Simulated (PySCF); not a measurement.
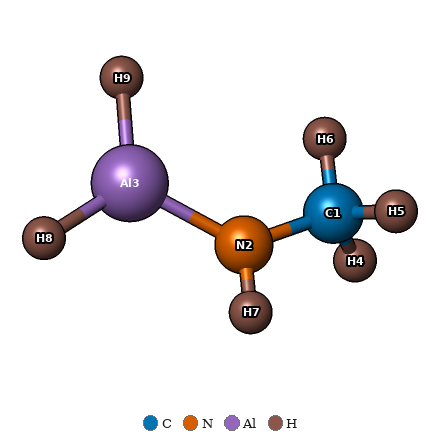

CH₆AlN, SMILES C[NH][AlH2], singlet. Vertical core-electron binding energies by ΔSCF (SCAN, pcX-2 on the ionised atom, pcseg-1 elsewhere, spin-free X2C; PySCF 2.14.0, at a PBE0-D3(BJ)/def2-SVP geometry (no frequency check)), gas phase, against the vacuum level. One atom of each kind was ionised; within a panel, areas follow the number of like atoms and 2j + 1 (2p levels are split by first-order spin-orbit coupling, an approximation), Gaussians of 0.8 eV full width. Only the regions named are shown. Lines closer than the width merge in the curve.

**Predict the Al 2p photoelectron lines.**

| level | atoms | binding energy (eV) |
| --- | --- | --- |
| Al 2p1/2 | Al3 | 80.5 |
| Al 2p3/2 | Al3 | 80.0 |

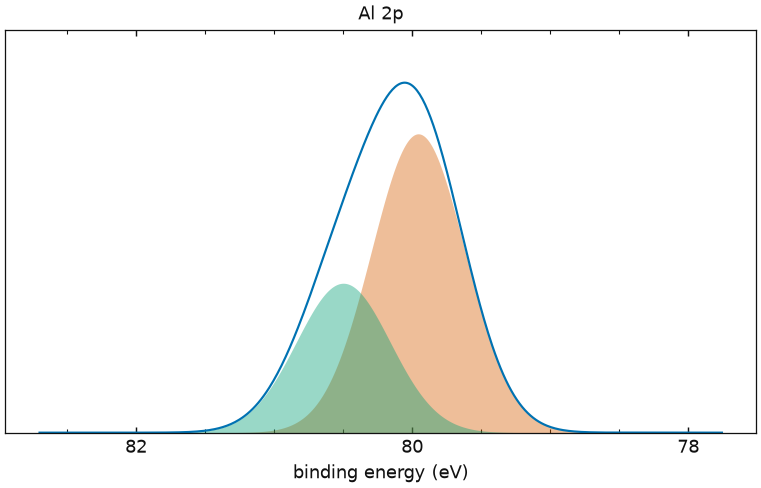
